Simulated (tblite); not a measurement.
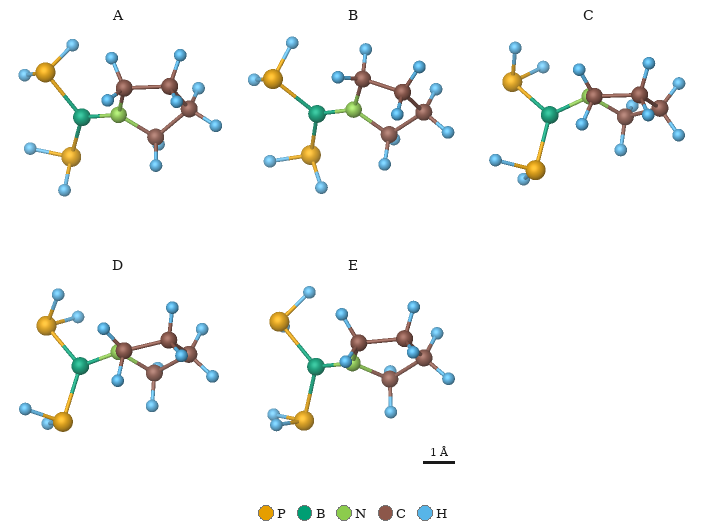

5 geometries from one relaxation of C$_{4}$H$_{12}$BNP$_{2}$, in shuffled order. Style: ball-and-stick. Shown at a tilt.

Theory: tblite 0.8.0, GFN2-xTB geometry optimisation, gas phase. 

### Order the frames from highest to lowest energy.

C, D, E, A, B. They are steps 0, 71, 85, 105, 205, at +171.9 kJ/mol, +133.6 kJ/mol, +75.7 kJ/mol, +18.4 kJ/mol relative to the last. The energy falls by 171.9 kJ/mol in 205 geometry steps. The largest move after the best rigid fit is that of an H atom, 2.65 Å. By element the largest moves are H 2.65 Å, P 1.87 Å, C 0.73 Å, N 0.45 Å, B 0.10 Å. Among the contacts that change: B–N 1.535 → 1.377 Å, H–P 1.464 → 1.385 Å, H–P 1.442 → 1.384 Å, C–H 1.118 → 1.088 Å. Among the angles between lasting bonds that change: B–N–C 113.3° → 125.2°, C–C–H 108.3° → 113.2°, B–P–H 93.3° → 97.2°. Groups turn about B–P by about 105°, B–P by about 75°, C–C by about 55°. Cost: 7 s on 1 thread of Intel(R) Xeon(R) Processor @ 2.50GHz, on a shared host.
